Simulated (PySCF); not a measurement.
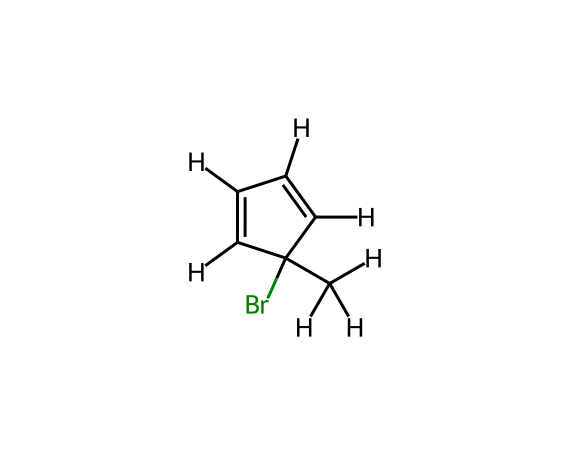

Computed geometry: GFN2-xTB optimisation. No frequency run is at hand to confirm it as a minimum. Properties computed with B3LYP/pcJ-1 (pcSseg-1 on Br), gas phase (PySCF 2.14.0).

> Give the HOMO energy (Kohn–Sham orbital) at this level.

−6.31 eV.

> Give the dipole moment at this level.

1.86 D.

> Give the LUMO energy (Kohn–Sham orbital) at this level.

−1.84 eV.

The geometry is semi-empirical. Around Br such bond lengths and angles can be off by a tenth of an ångström or more and by several degrees, and values that hang on the shape move with them.
